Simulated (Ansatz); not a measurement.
**C$_{2}$H$_{8}$AlN: density, localisation and related maps**

```xyz
12

C    -0.4645    1.5458   -0.3831
N    -0.5382    0.2173    0.2570
C     0.7812   -0.4430    0.7029
Al   -0.2023   -1.6555   -0.5216
H    -1.4740    1.8618   -0.7144
H    -0.0463    2.3172    0.3017
H     0.1844    1.4852   -1.2781
H    -1.2080    0.2327    1.0367
H     0.8460   -0.5170    1.8041
H     1.6366    0.1365    0.3095
H     0.1495   -1.5761   -2.0766
H    -1.2481   -2.6978    0.0874
```

These are results of Ansatz, UKS BLYP/def2-SVP, not measurements.

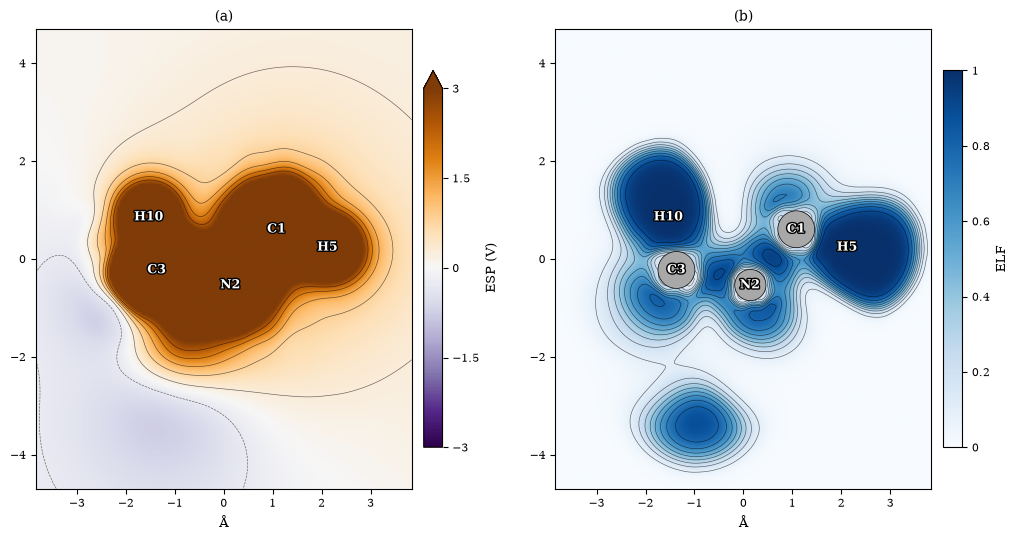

Figure 1. (a) molecular electrostatic potential; (b) ELF on the plane of atoms C1, N2 and C3. Grey discs cover the atomic cores in the ELF map.

Q: Interpret the plot.

A: Atoms in the plane: C, N and H.
C–N (1.48 Å): the ELF peaks at about 0.95 between the atoms (a covalent bond).
C–N (1.54 Å): the ELF peaks at about 0.90 between the atoms: localised, covalent bonding.
C–H (1.11 Å): the ELF climbs to about 1 towards the hydrogen, as it does in any bond to H; an ordinary covalent bond to hydrogen.
Outside the dense part of the molecule the potential is most negative (−0.7 V) near H12, which lies off the plane.

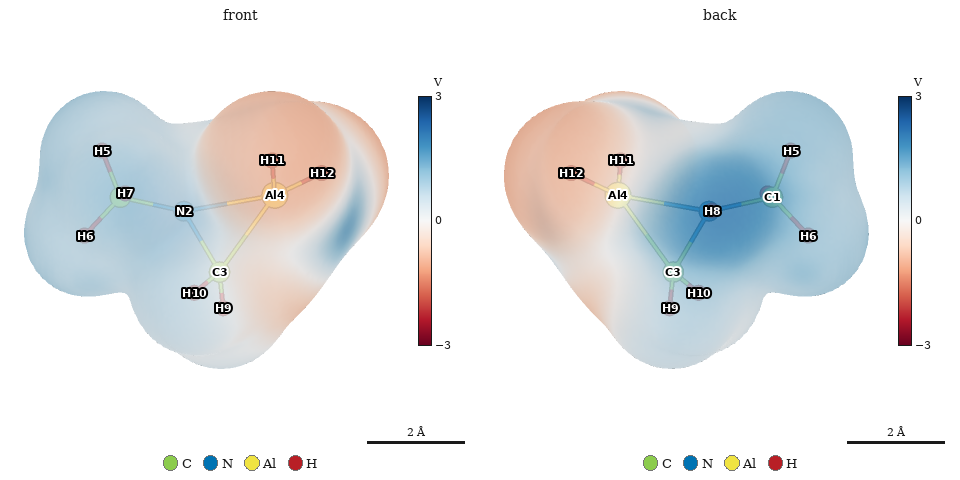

Figure 2. The electrostatic potential painted on the density surface at 0.002 e/bohr³, seen from the front and from behind; the colour scale runs from red (negative) to blue (positive).

Q: Where is the surface potential most negative and most positive?

A: The most negative region (about −0.9 V) lies over H11 and H12, the most positive (about +2.0 V) over H8.

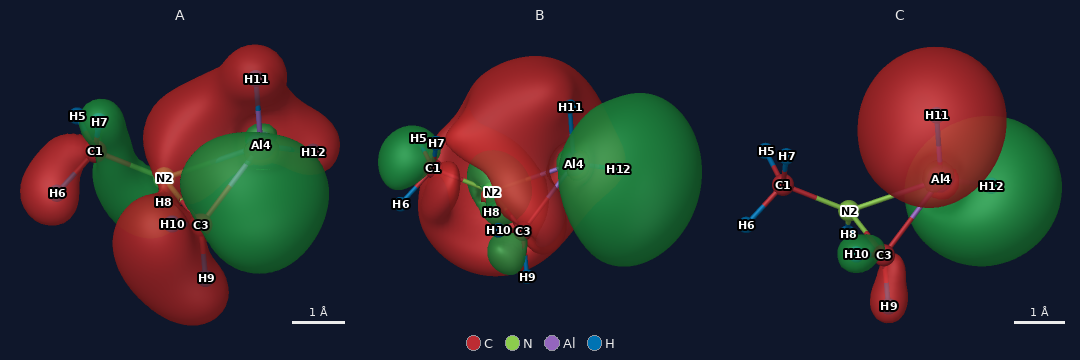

Figure 3. Three frontier orbitals at ±0.06 Å⁻³ᐟ² (green and red are the two phases), in no order.

Q: Which picture is the HOMO−1, the HOMO and the LUMO?

A: C is the HOMO−1 (−6.34 eV). It lies mainly on Al4 (about 35 %), H12 (about 30 %) and H11 (about 30 %). A is the HOMO (−5.25 eV). By Hirshfeld shares it lies mainly on C3 (about 40 %), Al4 (about 20 %) and N2 (about 15 %). B is the LUMO (−0.27 eV). Its weight (Hirshfeld) is mainly on Al4 (about 55 %), N2 (about 10 %), H8 (about 10 %) and C3 (about 5 %).

Q: What is the HOMO–LUMO gap?

A: 4.98 eV between the orbital energies.
